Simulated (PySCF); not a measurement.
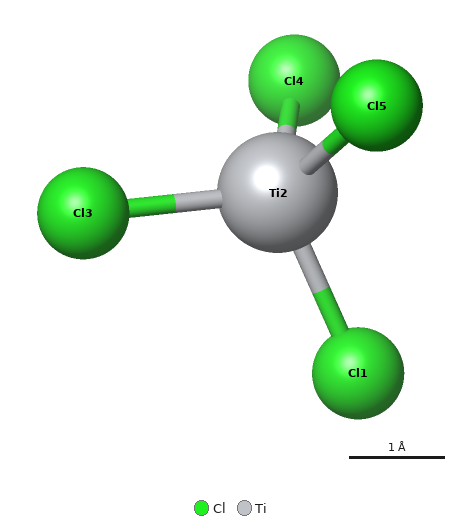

The structure as given in the input (ball-and-stick view, seen at a tilt; atoms are numbered from 1 in the order of the input). Sticks mark near contacts. Bond lengths as drawn: Cl–Ti 2.09 to 2.12 Å.

# Run report: TiCl4, geometry relaxation

The run: geometry relaxation of TiCl4. Method and program: PBE0-D3(BJ)/def2-SVP geometry optimisation, gas phase (PySCF 2.14.0).

## Log
```
step   0  E = -2689.04838195  max force = 0.017847
step   1  E = -2689.05039231  max force = 0.009423
step   2  E = -2689.05165667  max force = 0.003058
step   3  E = -2689.05174990  max force = 0.000474
step   4  E = -2689.05175071  max force = 0.000282
optimisation converged
```

## Trajectory as extended XYZ (Å, eV, eV/Å), 5 frames, from step=0 to step=4
```
5
Properties=species:S:1:pos:R:3:forces:R:3 step=0 energy=-73172.73355
Cl    1.3541    0.9791   -1.2942    0.5637   0.4389  -0.5647
Ti   -0.0030   -0.0043   -0.0059    0.2038  -0.3609  -0.3488
Cl   -1.1730   -1.3789   -1.1193   -0.4283  -0.4728  -0.4174
Cl   -1.2426    1.4059    0.9150   -0.8291   0.9177   0.6000
Cl    1.0980   -1.0358    1.4665    0.4899  -0.5228   0.7309
5
Properties=species:S:1:pos:R:3:forces:R:3 step=1 energy=-73172.78825
Cl    1.3252    1.0543   -1.2482   -0.3212  -0.2501   0.2989
Ti   -0.0911    0.0338    0.0593   -0.0893   0.1638   0.1500
Cl   -1.3198   -1.3237   -1.1189    0.2905   0.3143   0.2470
Cl   -1.3810    1.5218    1.0279    0.3967  -0.4846  -0.3100
Cl    0.9899   -1.0784    1.5961   -0.2767   0.2566  -0.3859
5
Properties=species:S:1:pos:R:3:forces:R:3 step=2 energy=-73172.82266
Cl    1.3162    1.0449   -1.2288   -0.0584  -0.0545   0.0626
Ti   -0.0915    0.0372    0.0622   -0.0502   0.0993   0.0916
Cl   -1.3021   -1.3028   -1.1155    0.0561   0.0622   0.0366
Cl   -1.3711    1.5019    1.0174    0.1192  -0.1572  -0.1001
Cl    0.9715   -1.0734    1.5809   -0.0668   0.0502  -0.0907
5
Properties=species:S:1:pos:R:3:forces:R:3 step=3 energy=-73172.82519
Cl    1.3187    1.0436   -1.2168    0.0227   0.0097  -0.0080
Ti   -0.0916    0.0400    0.0646   -0.0102   0.0244   0.0208
Cl   -1.2944   -1.2914   -1.1208   -0.0119  -0.0085  -0.0196
Cl   -1.3703    1.4922    1.0129   -0.0059  -0.0074  -0.0049
Cl    0.9606   -1.0766    1.5763    0.0052  -0.0181   0.0117
5
Properties=species:S:1:pos:R:3:forces:R:3 step=4 energy=-73172.82522
Cl    1.3237    1.0452   -1.2114    0.0145   0.0062  -0.0006
Ti   -0.0914    0.0408    0.0653   -0.0011   0.0056   0.0036
Cl   -1.2925   -1.2874   -1.1265   -0.0048  -0.0007  -0.0103
Cl   -1.3732    1.4902    1.0120   -0.0108   0.0013  -0.0001
Cl    0.9565   -1.0810    1.5767    0.0022  -0.0123   0.0074
```

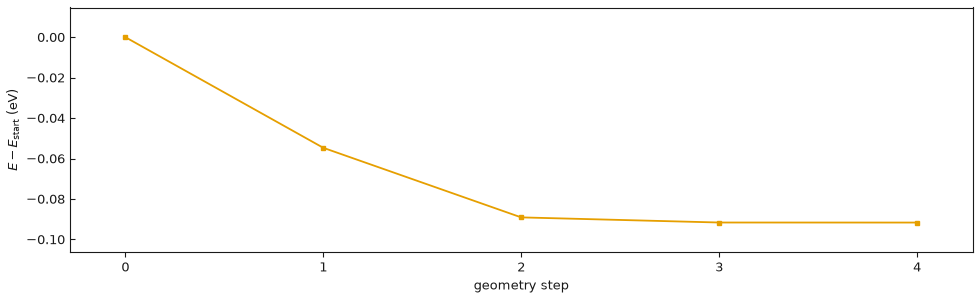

Progress of the relaxation, step by step (steps are counted from 0).

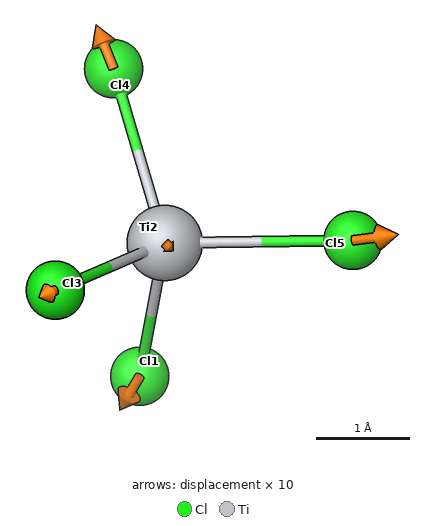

The starting structure with the displacements as orange arrows, magnified 10 times (ball-and-stick view, seen at a tilt). The two geometries are laid on each other by the best rigid fit. The largest move after the best rigid fit is that of Cl5, 0.056 Å. By element the largest moves are Cl 0.056 Å, Ti 0.014 Å. Among the contacts that change: Ti2–Cl4 2.091 → 2.154 Å, Cl1–Ti2 2.114 → 2.154 Å, Ti2–Cl3 2.121 → 2.151 Å. After 4 geometry steps the energy has fallen by 0.092 eV. Largest force component: 0.92 eV/Å at the start, 0.015 eV/Å at the end. (Atoms are counted from 1 in the order of the input.)

This output came from the following input.

## Input file
```
{"job": {"xc": "PBE0", "basis": "def2-SVP", "d3": "d3bj", "grid": 1, "shake": 0.01, "kind": "geom"}, "charge": 0, "multiplicity": 1}
Cl     1.354130     0.979150    -1.294160
Ti    -0.003020    -0.004320    -0.005880
Cl    -1.172960    -1.378880    -1.119340
Cl    -1.242570     1.405930     0.915020
Cl     1.097990    -1.035850     1.466470
```

The first line tells a small driver script what to run in PySCF; the rest is the geometry in Å.

Command:
```bash
OMP_NUM_THREADS=1 python <driver script> task.json out
```

## Key numbers

| quantity | value |
| --- | --- |
| outcome | converged |
| total energy | −2689.051751 hartree |
| dipole moment | 0.01 D |
| point group | Td |
| hardware | 1 CPU thread, shared host |
| wall time | 25 s |
| peak memory | 0.43 GiB |
